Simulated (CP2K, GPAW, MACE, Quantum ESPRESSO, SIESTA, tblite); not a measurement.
# Predicting plane-wave site energies from GPAW dzp, PBE: a vacancy of Ge in amorphous Ge at 5.40 g/cm^3 (72 atoms)

Density of this cell: 5.40 g/cm³. The cell holds 72 atoms: 72 Ge. Its edges and angles: a = 11.713 Å, b = 11.713 Å, c = 11.713 Å, α = 90.0°, β = 90.0°, γ = 90.0°. 72 atoms (72 Ge) placed at random at 5.4 g/cm³, melted at 3500 K for 10 ps at fixed volume with the Tersoff potential (Tersoff, Phys. Rev. B 39, 5566 (1989)). Quenched from 3500 K to 300 K at 20 K/ps and fixed volume, annealed at 800 K for 20 ps, held 5 ps, then minimised at fixed cell. Then the atoms were relaxed with MACE MPA-0 medium in the fixed cell.

Calculated with Quantum ESPRESSO 7.5: PBE; plane waves, SSSP efficiency, 45/360 Ry; k-points Γ. The cheaper level is PBE; dzp orbitals, PAW, h 0.18 Å; k-points Γ. Each row is one cell with a vacancy of Ge, relaxed with MACE MPA-0 medium; both levels solve the same cells, and energies are counted from site Ge59 at each level.

| energy from GPAW dzp, PBE (eV) | energy from plane waves (eV) | site |
| --- | --- | --- |
| 0.000 | 0 | Ge59 |
| 0.444 | 0.5014 | Ge46 |
| 0.501 | ? | ? |
| 1.043 | 1.114 | Ge56 |
| 1.387 | 1.385 | Ge23 |

Task: Fit a straight line to the rows given and interpolate to the withheld row.

Worked fit:

Take u as the energy from GPAW dzp, PBE and v as that from plane waves.

```
  u (eV)    v (eV)
       0         0
0.444141  0.501380
 1.04336   1.11389
 1.38702   1.38478
```

With n = 4: mean u = 0.718630, mean v = 0.750013, Σ(u − ū)² = 1.1440, Σ(u − ū)(v − v̄) = 1.1497. Slope b = 1.1497 / 1.1440 = 1.0050; intercept a = v̄ − b ū = 0.027804.

At the withheld site u = 0.5012, and v = a + b u.

Prediction at 0.501: 0.5315 eV. The run gave 0.4450 eV, so the fit is high by 0.087 eV (19 % of the value).

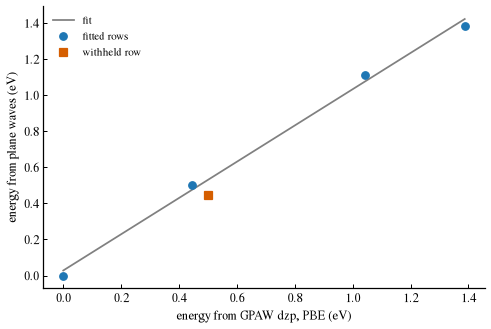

The fit, the rows that it rests on and the withheld row.

The slope of 1.0 says that GPAW dzp, PBE spreads the sites about as widely as plane waves do. Taken as it stands, without the line, its value misses the withheld site by 0.056 eV. Among the rows given, the largest miss of the fit is at 1.043, by 0.038 eV (2.7 % of the range of the table).

Limits: Few sites, one cell. The geometries are those of MACE MPA-0 medium, not of DFT.

[Logs are printed without paths, hosts, clocks, repeated set-up lines and the standing remarks that a program may print on its own settings, such as how far it seeks lower states.]

[Hosts, paths, dates, database ids (printed as entryN), source tags and the programs' standing remarks are cut or masked in the printed files.]
